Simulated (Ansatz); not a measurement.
**Fields on a plane of LaOF (space group R-3m)**

```
CELL_PARAMETERS angstrom
      1.98840     1.14800     6.60909
     -1.98840     1.14800     6.60909
      0.00000    -2.29601     6.60909
ATOMIC_POSITIONS crystal
  La 0.74234 0.74234 0.74234
  La 0.25766 0.25766 0.25766
  O  0.62276 0.62276 0.62276
  O  0.37724 0.37724 0.37724
  F  0.87072 0.87072 0.87072
  F  0.12928 0.12928 0.12928
```

The slice is a (1 -1 0 2) plane (indices of the conventional cell) through the point (0.258, 0.258, 0.258) (fractional), spanned by u = [1 0 -1] and v = [010] in vectors of this cell: u (3.98 Å) and v (7.00 Å, at 90° to u). It covers one period; positions are fractions (u, v).

Atoms on it: La at (0.50, 0.46), 0.1 Å off the plane; La at (0.00, 0.00). Other atoms lie within 1 Å of the plane.

The numbers are results of LDA (plane waves to 420 eV, PAW, scalar-relativistic; Ansatz, a quantum-chemistry and plane-wave program), not measurements. k mesh 10×10×10. These are valence fields of a PAW run, semicore shells included where kept as valence: close to a nucleus they are smooth pseudo fields. LaOF is run without spin polarisation. LaOF was relaxed with its symmetry unable to fall.

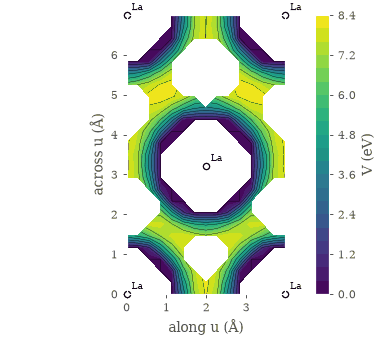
Electrostatic potential energy of an electron, from the cell's mean, in eV, one period of the plane, atoms marked. Points within 1 Å of a nucleus are left white, as the pseudised field means little there. Values under 0 eV are set to 0. The zero, the cell's mean, hangs on the PAW cores.

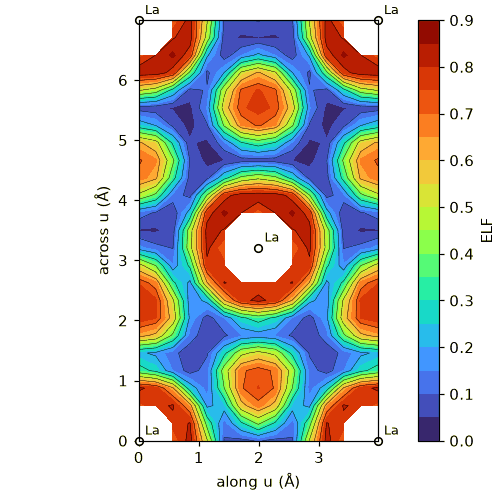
*Electron localisation function (ELF), one period of the plane, atoms marked. Points within 0.5 Å of a nucleus are left white, as the pseudised field means little there.*
